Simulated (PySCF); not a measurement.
# Mending a single-point calculation on AuH₃SO

System: AuH₃SO (Au(SH)(H2O)).
Method of run A: RKS TPSS, Au def2-SVP with ECP60, S def2-SVP, H def2-SVP, O def2-SVP; non-relativistic Hamiltonian with a scalar-relativistic core potential; density fitting (PySCF 2.14.0).

The run did not end well. Text and figures count atoms from 1; the logs count them from 0 in places.

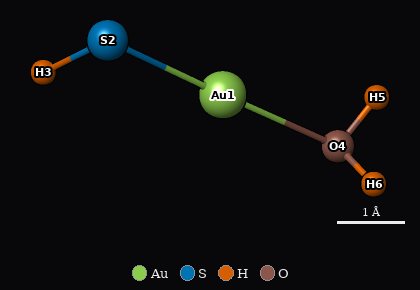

**Figure 1.** The structure as given in the input (ball-and-stick view, seen at a tilt; atoms are numbered from 1 in the order of the input). Sticks mark near contacts.

### The input, run A
```python
mol = gto.M(atom='''
Au     0.00000     0.14078    -0.10086
S      0.00000    -0.08156     2.15402
H      0.00000     1.25141     2.42748
O      0.00000     0.29695    -2.31345
H      0.77692    -0.16964    -2.67795
H     -0.77692    -0.16964    -2.67795''',
    basis={'Au': 'def2-SVP', 'S': 'def2-SVP', 'H': 'def2-SVP', 'O': 'def2-SVP'},
    ecp={'Au': 'def2-SVP'},
    charge=0, spin=0)
mf = dft.RKS(mol, xc='TPSS')
mf.grids.atom_grid = (50, 194)  # f atoms: at least (60, 302), unpruned
mf = mf.density_fit()  # Au def2-universal-JKFIT, S def2-universal-JKFIT, H def2-universal-JKFIT, O def2-universal-JKFIT
mf.conv_tol = 1e-08; mf.max_cycle = 8
mf.kernel(dm0)
```

The script is an equivalent of the set-up of the self-consistent field. The run itself was carried out by a driver, which started from the orbitals of the step before it where there was one and computed the further properties.

Launched with:
```bash
OMP_NUM_THREADS=2 python <driver script>
```

Hardware: 2 threads of Arm Neoverse V1, 24 GiB of memory available, shared host.

### Output (run A)
```
init E= -620.783286831121
  HOMO = -0.130071534218053  LUMO = -0.0496702280768585  gap/eV = 2.18783
cycle= 1 E= -610.292570586261  delta_E= 10.5  |g|= 1.44  |ddm|= 3.62
  HOMO = -0.0481822651652893  LUMO = -0.0463858355981666  gap/eV = 0.04888
cycle= 2 E= -606.222005692614  delta_E= 4.07  |g|=  3.7  |ddm|= 6.29
  HOMO = -0.276642614777178  LUMO = -0.135331937295746  gap/eV = 3.84526
cycle= 3 E= -610.664965606605  delta_E= -4.44  |g|= 0.709  |ddm|= 5.33
  HOMO = -0.138828073091678  LUMO = -0.0594538182551241  gap/eV = 2.15988
cycle= 4 E= -610.774363285356  delta_E= -0.109  |g|= 0.325  |ddm|= 1.37
  HOMO = -0.182550355094861  LUMO = -0.0644757178697  gap/eV = 3.21297
cycle= 5 E= -610.802000836782  delta_E= -0.0276  |g|= 0.0983  |ddm|= 0.525
  HOMO = -0.176828979779659  LUMO = -0.0674918251668983  gap/eV = 2.97522
cycle= 6 E= -610.803867960458  delta_E= -0.00187  |g|= 0.0318  |ddm|= 0.096
  HOMO = -0.175745781422734  LUMO = -0.0668992106803886  gap/eV = 2.96187
cycle= 7 E= -610.804052288693  delta_E= -0.000184  |g|= 0.0104  |ddm|= 0.0286
  HOMO = -0.174868927170622  LUMO = -0.0671546437169143  gap/eV = 2.93105
cycle= 8 E= -610.804076291716  delta_E= -2.4e-05  |g|= 0.00253  |ddm|= 0.0162
SCF not converged.
```

> What went wrong, and how is the input to be mended?

Some settings of this run were drawn to be unusual or wrong. The run did not converge. Its last values are not results. The SCF reached its limit of 8 cycles. Likely cause: The residual was still falling when the limit of 8 iterations cut the run off.

A run of the same system that converges differs from this input as follows (lines with − go, lines with + come):
```diff
-mf.grids.atom_grid = (50, 194)  # f atoms: at least (60, 302), unpruned
+mf.grids.atom_grid = (75, 302)  # f atoms: at least (60, 302), unpruned
-mf.conv_tol = 1e-08; mf.max_cycle = 8
+mf.conv_tol = 1e-09; mf.max_cycle = 55
```

### Output (run B)
```
init E= -610.804841734895
  HOMO = -0.175155041880951  LUMO = -0.0671297757435163  gap/eV = 2.93952
cycle= 1 E= -610.804842073384  delta_E= -3.38e-07  |g|= 0.000165  |ddm|= 0.00272
  HOMO = -0.175198393436997  LUMO = -0.0671532840282208  gap/eV = 2.94006
cycle= 2 E= -610.804842065471  delta_E= 7.91e-09  |g|= 0.000257  |ddm|= 0.000478
  HOMO = -0.17517782228739  LUMO = -0.0671400135190727  gap/eV = 2.93986
cycle= 3 E= -610.804842079783  delta_E= -1.43e-08  |g|= 2.82e-05  |ddm|= 0.000266
  HOMO = -0.175174279506448  LUMO = -0.067140552464261  gap/eV = 2.93975
cycle= 4 E= -610.804842080001  delta_E= -2.18e-10  |g|= 1.11e-05  |ddm|= 5.87e-05
  HOMO = -0.175176478782139  LUMO = -0.0671393224586621  gap/eV = 2.93984
Extra cycle  E= -610.804842079861  delta_E= 1.4e-10  |g|= 2.5e-05  |ddm|= 4.98e-05
converged SCF energy = -610.804842079861
```

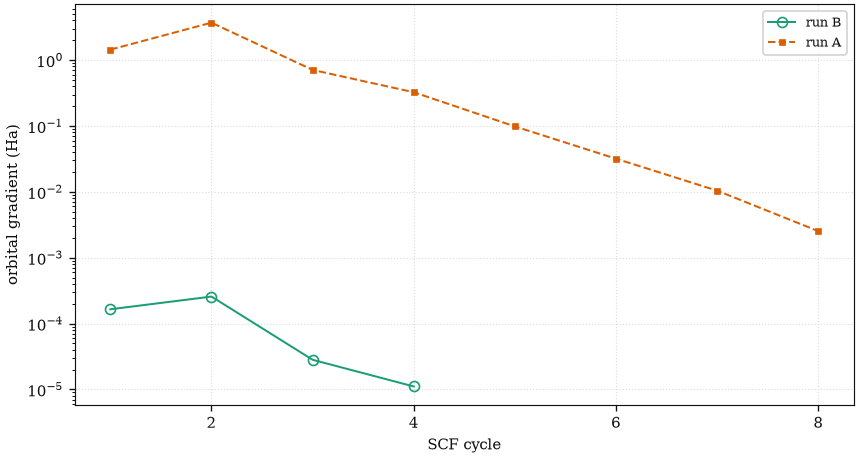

**Figure 2.** Convergence of the two runs: orbital gradient against the SCF cycle. Run B takes 4 cycles in all, and run A stops after 8.

### The two runs side by side

| quantity | run A | run B |
| --- | --- | --- |
| outcome | not converged | converged |
| total energy (hartree) | – | −610.804842 |
| HOMO (eV) | – | −4.77 |
| LUMO (eV) | – | −1.83 |
| dipole moment (D) | – | 6.11 |
| largest force (eV/Å) | – | 0.018 |
| basis functions | – | 79 |
| wall time (shared host) | 1.6 s | 14 s |
